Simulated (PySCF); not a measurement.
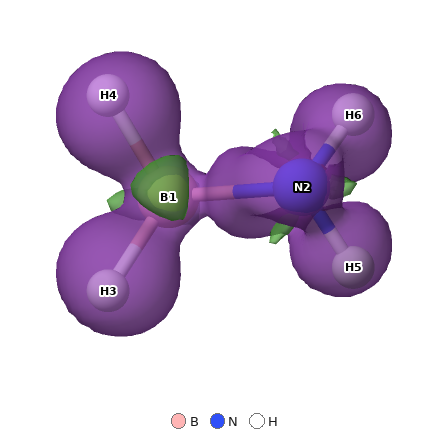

BH4N, charge −1, doublet, SMILES `[BH2-]N`. Deformation density (molecule less spherical, spin-averaged free atoms at the same positions), surfaces at ±0.07 e/Å³; purple: gain, green: loss.

Method: B3LYP/6-311+G**; geometry: GFN2-xTB; program: PySCF. The highest occupied Kohn–Sham orbital has positive energy, a self-interaction fault of such functionals for anions. No frequency check shows the geometry to be a minimum. The stability of the open-shell solution wasn't checked. GFN2-xTB doesn't know the spin state, so this open-shell geometry is rough.

Q: Describe the bonding that the map shows.

A: N2–H5 and N2–H6: +0.79 e/Å³ at the bond critical point (bond length 1.02 Å). B1–H4 and B1–H3: +0.30 e/Å³ at the bond critical point (bond length 1.25 Å). B1–N2: +0.14 e/Å³ at the bond critical point (bond length 1.59 Å). In all, 1.7 electrons gather in the regions of gain relative to the promolecule of neutral atoms (this includes the anion's extra charge). A small or negative value marks a very polar bond, one between electron-rich atoms, whose free-atom densities already overlap strongly, a long bond to a heavier atom, or a closed-shell contact such as a hydrogen bond.

Q: Where do the Hirshfeld charges lie?

A: The highest Hirshfeld charge is on H5 and H6 (+0.04 e), the lowest on B1 (−0.36 e).

The PySCF run took 15 s on 1 thread of Intel(R) Xeon(R) Processor @ 2.50GHz (Skylake/Cascade Lake), on a shared host, peak memory 0.3 GiB.
